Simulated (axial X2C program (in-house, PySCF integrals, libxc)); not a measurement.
# A two-component session on CoH⁺: properties at the nuclei

Aim: properties at the nuclei of CoH⁺, with spin–orbit coupling in the Hamiltonian from the start.

Program: an in-house X2C program for linear molecules on PySCF integrals. Level of theory: two-component X2C with atomic mean-field terms, Co dyall-cv3z, H dyall-v3z. These are calculated values, not measurements.

### Step 1. Set-up

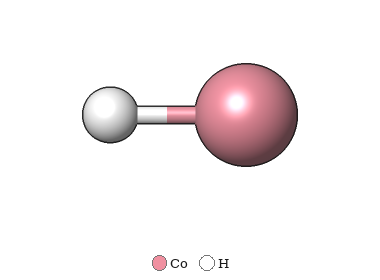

The two atoms at 1.430 Å (cobalt pink, hydrogen white).

File task.json:

```json
{"zs": [27, 1], "q": 1, "bas": ["dyall-cv3z", "dyall-v3z"], "r0": 1.43, "levels": ["PBE0", "HF", "BP86", "TPSSh", "B3LYP"], "nst": 3}
```

Keys: zs atomic numbers; q charge; bas basis sets; r0 starting distance in Å; levels methods (HF also brings MP2); nst determinants followed.

On the command line:

```
$ python soeom.py task.json out
```

Further steps of the session: Expectation values, lowest determinant; Expectation values, a higher determinant; Expectation values, a higher determinant.

Before running it: what results should come out? Wanted: lowest determinant; Eeff magnitude; Ws magnitude Co; A∥/gI Co; qzz Co; higher determinant (for each run or level that gives them).

As calculated:

| quantity | value |
| --- | --- |
| lowest determinant | Ω = 9/2 (excess of +ω over −ω: ω = 1/2, ω = 3/2, ω = 5/2) |
| Eeff magnitude (GV/cm), PBE0 | 0.664 |
| Ws magnitude Co (kHz), PBE0 | 0.0506 |
| A∥/gI Co (MHz), PBE0 | 580 |
| qzz Co (a.u.), PBE0 | 0.15 |
| higher determinant | Ω = 3/2 (excess of +ω over −ω: ω = 1/2, ω = -3/2, ω = 5/2) |
| Eeff magnitude (GV/cm), PBE0, higher determinant | 0.427 |
| Ws magnitude Co (kHz), PBE0, higher determinant | 0.0963 |
| A∥/gI Co (MHz), PBE0, higher determinant | 603 |
| qzz Co (a.u.), PBE0, higher determinant | -4.03 |
| higher determinant | Ω = 3/2 (excess of +ω over −ω: ω = 3/2) |
| Eeff magnitude (GV/cm), PBE0, higher determinant | 0.674 |
| Ws magnitude Co (kHz), PBE0, higher determinant | 0.154 |
| A∥/gI Co (MHz), PBE0, higher determinant | 378 |
| qzz Co (a.u.), PBE0, higher determinant | 0.13 |

**Reading.** In the first state, the effective field runs from 0.449 to 0.713 GV/cm over the mean-field levels. The expectation values come from single determinants, which for open shells can mix terms of unlike spin or miss the lowest Ω, so a determinant need not be a state. Eeff is the effective electric field on the electron dipole moment in this Ω state and Ws the scalar–pseudoscalar constant (defined with the proton number Z and per Ω); A∥ is the parallel hyperfine constant, which follows by multiplying with the nuclear g factor gI = μI/(I μN); qzz is the electric field gradient, eQq0 = 234.96 MHz × Q/barn × qzz. The operators were transformed with the bare-nucleus X2C matrices. A second determinant lies within 0.1 eV of the first, so their order is not settled at this level.
